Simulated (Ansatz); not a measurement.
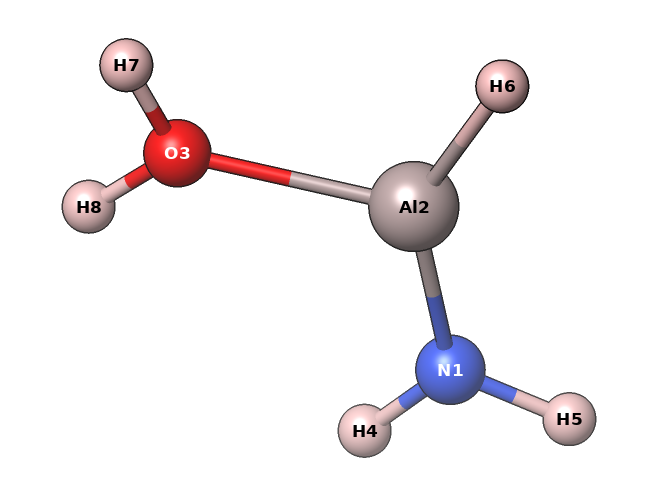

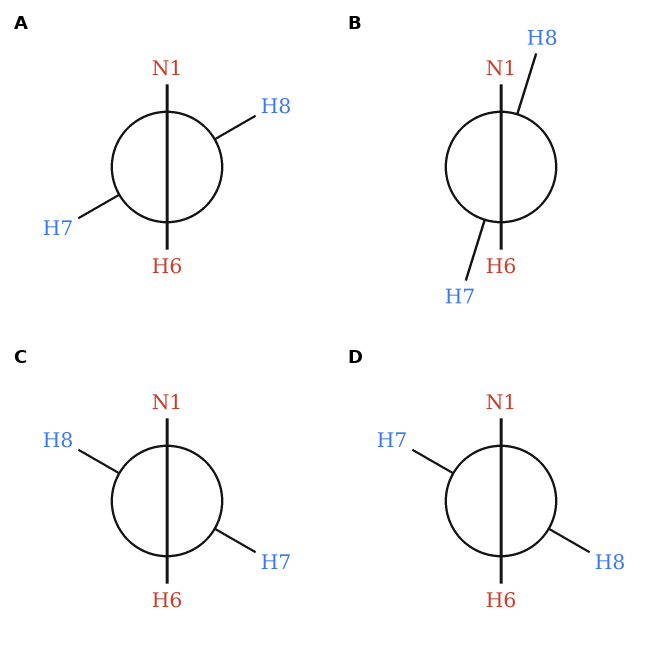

Distant atoms are faded towards the background colour. Bonds that would overlap in a projection are set slightly apart. Charge +1, singlet. The computed structure is the end point of a PBE0-D4/def2-TZVP optimisation. No frequency run is at hand to confirm it as a minimum.

**Which Newman projection shows the view along Al2–O3, with Al2 in front?**

B. The torsion angle N1–Al2–O3–H7 is 180°, antiperiplanar (anti).
